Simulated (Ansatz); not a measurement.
System: SeS (SMILES S=[Se]).

```yaml
atoms:
  - { symbol: S, position_ang: [0.8667, -0.2876, 0.4446] }
  - { symbol: Se, position_ang: [-0.8667, 0.2876, -0.4446] }
```

Geometry: PBE0-D4/def2-TZVP.

All numbers below come from RKS PBE0-D4/def2-TZVPP in Ansatz.

> Predict the electron density and electron localisation function between the atoms.

Se–S (2.03 Å): ρ at the midpoint is about 1.1 e/Å³; the ELF peaks at about 0.80 between the atoms; localised, covalent bonding.

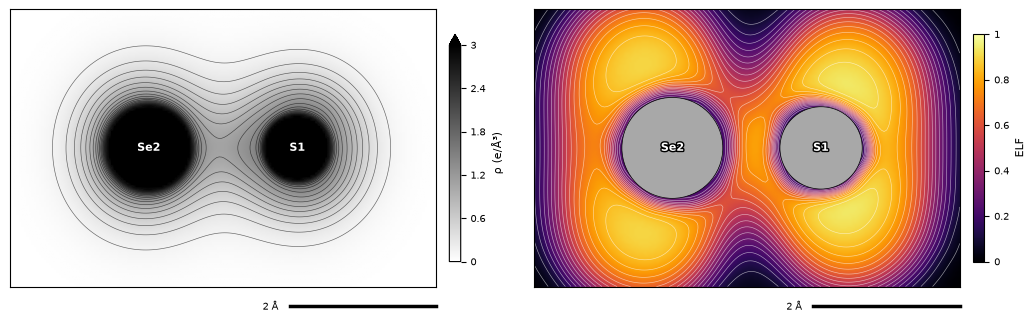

Computed electron density and electron localisation function on a plane that holds the molecular axis, in this order. Grey discs cover the atomic cores in the ELF map. 
